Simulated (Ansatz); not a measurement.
# CH4Si (SMILES C=[SiH2]) at HSE06/STO-3G

What is the electronic atomisation energy of CH4Si at HSE06/STO-3G? 

The results are computed with Ansatz 0.2.0.

43 further runs of the same task are left out: 43 set aside as unsound or not needed.

### Step 1. Starting point

CH4Si: 6 atoms, total charge 0, spin state singlet. As SMILES, `C=[SiH2]`. The shape is that of a GFN2-xTB optimisation.

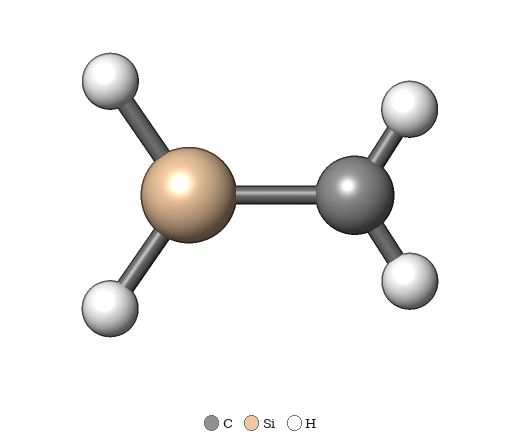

The structure, seen from a chosen angle (carbon grey, silicon light orange, hydrogen white).

### Step 2. The energy at HSE06/STO-3G

job.yaml reads:

```yaml
crystal:
  periodic: [false, false, false]
  atoms:
    - symbol: C
      position_ang: [-0.738690, -0.547160, -0.265100]
    - symbol: Si
      position_ang: [0.611270, 0.451760, 0.218260]
    - symbol: H
      position_ang: [-1.408510, -0.996610, 0.448130]
    - symbol: H
      position_ang: [-0.962920, -0.758160, -1.296740]
    - symbol: H
      position_ang: [0.952980, 0.765970, 1.600750]
    - symbol: H
      position_ang: [1.545870, 1.084200, -0.705300]
basis:
  gaussian: {orbitals: STO-3G}
accuracy: high
hamiltonian: {xc: hse06}
```

Started as:

```sh
$ ansatz run job.yaml --threads 1 --pin off --max-ram 2610MiB --events-out events.jsonl --progress --plain --runs-dir runs
```

Output:

```text
Warning: RAYON_NUM_THREADS=1 ignored (pool sized by the plan → 1); use --threads N
Functional definition: HSE06
  name "HSE06"
  parameter a = 0.25
  parameter omega = 0.11/bohr
  exchange = pbe_x - a*pbe_x_sr(omega) + a*exact_x_sr(omega)
  correlation = pbe_c
310 factors; integrals over basis functions are off by at most 1.1e-8 eV
60 factors; integrals over basis functions are off by at most 7.6e-10 eV
mean field evaluation 1: about -8865.5224 eV, gradient 2.6e1 eV
mean field evaluation 2: about -8856.0158 eV, gradient 5.4e1 eV
mean field evaluation 4: about -8868.1963 eV, gradient 6.0e-1 eV
mean field evaluation 8: about -8868.1433 eV, gradient 8.2e-3 eV
mean field evaluation 16: about -8868.1433 eV, gradient 4.0e-9 eV
mean field -8868.14326331 eV, -325.8982538833 hartree, gradient 4.0e-9 eV, S^2 0.000000; 0 other end points of the search recorded, 0 dependent functions left out
reference -8868.14326526 eV, -325.8982539550 hartree; 12, 12 occupied and 6, 6 virtual orbitals, 310 factors
Total energy: -8868.14326526 eV, -325.8982539550 hartree
```

Run time: 1.3 s. Hardware: 1 thread of Arm Neoverse V1, shared host; peak memory 0.093 GiB.

### Step 3. The C atom, same level

input.yaml reads:

```yaml
crystal:
  periodic: [false, false, false]
  atoms:
    - {symbol: C, position_ang: [0.000000, 0.000000, 0.000000]}
basis:
  gaussian:
    orbitals: STO-3G
magnetization:
  spin_polarized: true
  initial_magnetization: 2
hamiltonian:
  xc: hse06
accuracy: high
```

Started as:

```sh
$ ansatz run input.yaml --threads 1 --pin off --max-ram 2610MiB --events-out events.jsonl --progress --plain --runs-dir runs
```

Output (excerpt; [...] marks lines left out):

```text
Warning: RAYON_NUM_THREADS=1 ignored (pool sized by the plan → 1); use --threads N
[... 6 set-up lines as earlier in the session ...]
15 factors; integrals over basis functions are off by at most 9.8e-10 eV
13 factors; integrals over basis functions are off by at most 4.1e-10 eV
mean field evaluation 1: about -1015.0114 eV, gradient 4.6e-13 eV
mean field evaluation 2: about -1015.0120 eV, gradient 5.2e-12 eV
mean field -1015.01203902 eV, -37.3010044343 hartree, gradient 0.0e0 eV, S^2 2.000000; 0 other end points of the search recorded, 0 dependent functions left out
reference -1015.01203986 eV, -37.3010044648 hartree; 4, 2 occupied and 1, 3 virtual orbitals, 15 factors
Total energy: -1015.01203986 eV, -37.3010044648 hartree
```

Run time: 0.26 s. Hardware: 1 thread of Arm Neoverse V1, shared host.

### Step 4. The H atom at the same level

molecule.yaml reads:

```yaml
basis:
  gaussian:
    orbitals: STO-3G
crystal:
  periodic: [false, false, false]
  atoms:
    - symbol: H
      position_ang: [0.000000, 0.000000, 0.000000]
total_charge: 0
magnetization:
  spin_polarized: true
  initial_magnetization: 1
hamiltonian:
  xc: hse06
accuracy: high
```

Run the same way, it converges to -0.46620 Eh (log not shown).

### Step 5. The Si atom, same level

molecule.yaml reads:

```yaml
crystal:
  periodic: [false, false, false]
  atoms:
    - {symbol: Si, position_ang: [0.000000, 0.000000, 0.000000]}
basis:
  gaussian: {orbitals: STO-3G}
magnetization: {spin_polarized: true, initial_magnetization: 2}
hamiltonian: {xc: hse06}
accuracy: high
```

Started as:

```sh
$ ansatz run molecule.yaml --threads 1 --pin off --max-ram 2610MiB --events-out events.jsonl --progress --plain --runs-dir runs
```

Output (excerpt; [...] marks lines left out):

```text
Warning: RAYON_NUM_THREADS=1 ignored (pool sized by the plan → 1); use --threads N
[... 6 set-up lines as earlier in the session ...]
42 factors; integrals over basis functions are off by at most 2.5e-9 eV
19 factors; integrals over basis functions are off by at most 2.3e-10 eV
mean field evaluation 1: about -7777.4736 eV, gradient 2.3e-1 eV
mean field evaluation 2: about -7777.4737 eV, gradient 9.7e-3 eV
mean field evaluation 4: about -7777.4729 eV, gradient 2.6e-4 eV
mean field evaluation 8: about -7777.4729 eV, gradient 4.3e-9 eV
mean field -7777.47292407 eV, -285.8168581992 hartree, gradient 4.3e-9 eV, S^2 2.000001; 0 other end points of the search recorded, 0 dependent functions left out
reference -7777.47292555 eV, -285.8168582533 hartree; 8, 6 occupied and 1, 3 virtual orbitals, 42 factors
Total energy: -7777.47292555 eV, -285.8168582533 hartree
```

It took 0.63 s on 1 thread of Arm Neoverse V1, shared host.

### Step 6. Summary of results

Level: HSE06/STO-3G.

| quantity | value |
| --- | --- |
| molecule: total energy | -325.89825 Eh |
| C atom: total energy | -37.30100 Eh |
| C atom: ⟨S²⟩ | 2.000 |
| H atom: total energy | -0.46620 Eh |
| H atom: ⟨S²⟩ | 0.750 |
| Si atom: total energy | -285.81686 Eh |
| Si atom: ⟨S²⟩ | 2.000 |
| electronic atomisation energy | 24.914 eV |

In words: Taking the molecule apart into free atoms costs 24.91 eV (2404 kJ/mol), before zero-point energy and without spin-orbit coupling. In a minimal basis such a difference can be off by several eV, whatever the method.
